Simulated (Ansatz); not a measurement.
Three curves of one kind of scan: energy against volume (even scaling of the relaxed cell, symmetry kept). The numbers are results of PBEsol (plane waves to 420 eV, PAW, scalar-relativistic; Ansatz, a program for electronic structure), not measurements. Each is measured from its own zero (the relaxed starting cell). 

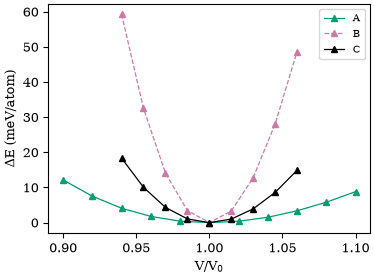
Figure: Curves A, B and C.

| V/V₀ | ΔE (meV/atom) |
|---|---|
| 0.940 | 59 |
| 0.970 | 14 |
| 1.000 | 0 |
| 1.030 | 13 |
| 1.060 | 49 |

### Question
Which curve does this table belong to?

### Answer
Curve B, which is W (fcc, Cu type). The others: A is NaH (rock salt); C is SnSe (rock salt).

All were relaxed with their symmetry unable to fall. Spin-orbit coupling is left out. This is one of several known forms of SnSe; the measured ambient cells at hand have space group No. 62. This is one of several known forms of W; the measured ambient cells at hand have space group No. 229. W is run without spin polarisation.

(Under strain, the slope of the energy per volume gives the stress and its curvature an elastic modulus.)
